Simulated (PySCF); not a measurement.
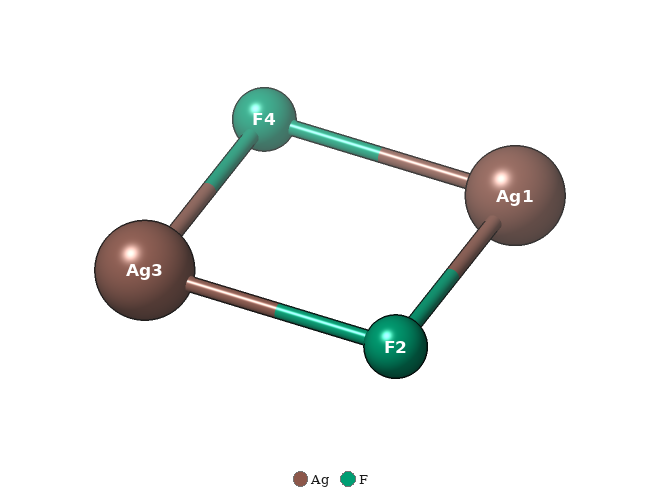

Atoms fade into the background with distance from the viewer. The species is neutral and a spin singlet. Computed geometry: PBE0-D3(BJ)/def2-SVP optimisation. No frequency run is at hand to confirm it as a minimum.

> How is the 4-membered ring Ag1–F2–Ag3–F4 puckered?

It is planar. The Cremer–Pople amplitude Q is 0.00 Å.

> Give the torsion angles round the ring, beginning with the bond from its second to its third atom.

0°, 0°, 0°, 0°.
